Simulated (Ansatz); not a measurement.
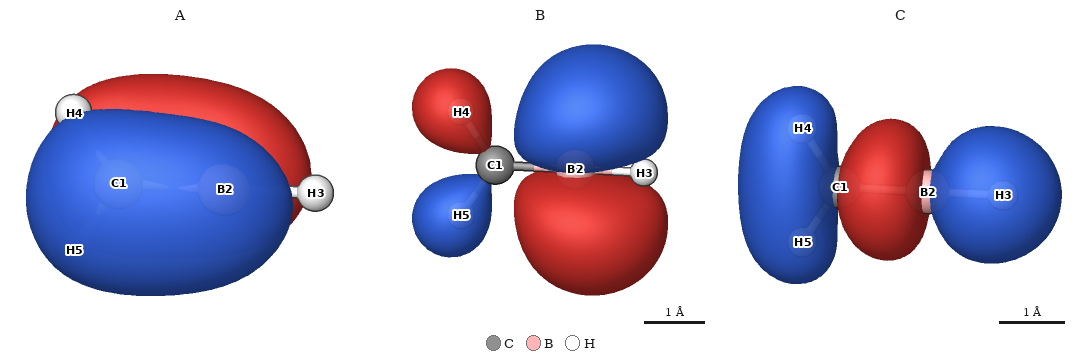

The picture shows: CH3B (SMILES B=C). Three frontier orbitals at ±0.1 Å⁻³ᐟ² (red and blue are the two phases), in no order.

Geometry: r2SCAN-D4/def2-TZVP.

Theory: isolated molecule in a Gaussian basis; Kohn-Sham density functional theory, functional PBE0 (Ansatz 0.2.0).

```xyz
5

C    -1.5634   -0.6482    0.0233
B    -1.1850   -1.3144    1.1647
H    -0.8619   -1.8833    2.1394
H    -2.1235   -1.1247   -0.7760
H    -1.3265    0.3971   -0.1522
```

**Which picture is the HOMO−1, the HOMO and the LUMO?**

C is the HOMO−1 (−11.17 eV). It lies mainly on C1 (about 40 %), B2 (about 30 %), H3 (about 15 %), H4 (about 5 %) and H5 (about 5 %); it is symmetric in the molecular plane (an in-plane orbital: σ, lone-pair or in-plane π type). A is the HOMO (−6.75 eV). It lies mainly on C1 (about 50 %) and B2 (about 40 %); it changes sign across the molecular plane (π type); π-bonding across C1–B2. B is the LUMO (−1.47 eV). It lies mainly on B2 (about 65 %), C1 (about 15 %) and H3 (about 10 %); it is symmetric in the molecular plane (an in-plane orbital: σ, lone-pair or in-plane π type).

**What is the HOMO–LUMO gap?**

5.28 eV between the orbital energies.
